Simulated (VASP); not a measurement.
Here is the system:

```
CELL_PARAMETERS angstrom
      2.83296     0.00000     0.00000
      0.00000     2.83296     0.00000
      0.00000     0.00000     3.53855
ATOMIC_POSITIONS crystal
  Cu 0.00000 0.00000 0.00000
  Au 0.50000 0.50000 0.50000
```

All values below come from revTPSS meta-GGA, VASP's PBE PAW potentials (set 64) (plane waves; VASP 6.6.1). Settings: 520 eV cut-off, 14×14×12 Γ-centred mesh, tetrahedra with Blöchl corrections, potentials Cu Au.

Unless said otherwise, spin-orbit coupling is left out, though it shifts the bands of the heavy elements here.

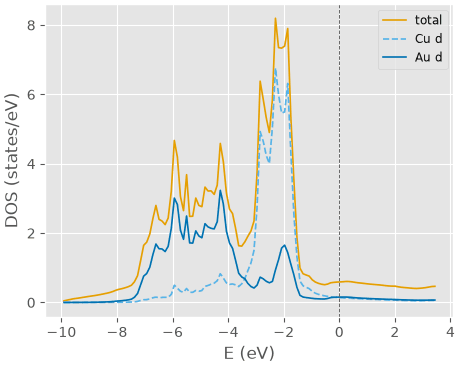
Total and projected density of states, zero at the Fermi level

Within 2 eV below the Fermi level the largest weight inside VASP's projection spheres is Cu d, then Au d.

It has no gap at this level: it comes out as a metal or semimetal.

The compound is CuAu in the L1_0 structure. It was relaxed first.
